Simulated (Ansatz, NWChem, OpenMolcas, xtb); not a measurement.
## CH4Si (SMILES C[SiH]): methods side by side

CH4Si: 6 atoms, total charge 0, spin state singlet. As SMILES, `C[SiH]`. The coordinates come from a PBE0-D4/def2-TZVP relaxation.

Each level gives the electronic atomisation energy (eV). The values are calculated. Electronic energies at fixed atoms, without zero-point motion or spin-orbit coupling.

| level | kind | program | value (eV) | less CCSD(T)/def2-TZVP |
| --- | --- | --- | --- | --- |
| GFN0-xTB | semi-empirical | xtb | 21.22 | +2.10 |
| HF/def2-TZVP | Hartree–Fock | NWChem | 14.83 | -4.29 |
| SVWN5/def2-TZVP | LDA | OpenMolcas | 22.15 | +3.03 |
| revPBE/def2-TZVP | GGA | OpenMolcas | 19.32 | +0.20 |
| M06-L/def2-TZVP | meta-GGA | OpenMolcas | 19.86 | +0.74 |
| B3LYP/def2-TZVP | global hybrid | OpenMolcas | 19.76 | +0.64 |
| BHLYP/def2-TZVP | global hybrid | OpenMolcas | 19.41 | +0.29 |
| MP2/def2-TZVP | perturbation theory | NWChem | 18.97 | -0.15 |
| CCSD(T)/def2-TZVP | coupled cluster or CI | OpenMolcas | 19.12 | 0.00 |
| FCI/STO-3G | exact in the basis | Ansatz | 22.26 | +3.14 |

CCSD(T)/def2-TZVP is the highest level here, not the true value. The values span 14.83 to 22.26 eV. GFN0-xTB: no spin polarisation, so open shells miss the exchange term that lowers them. High-level rows in very small sets aren't better than simpler rows in larger ones.

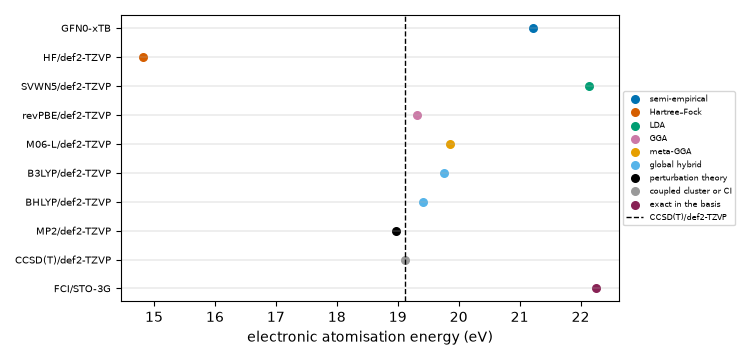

The values of the table, level by level.
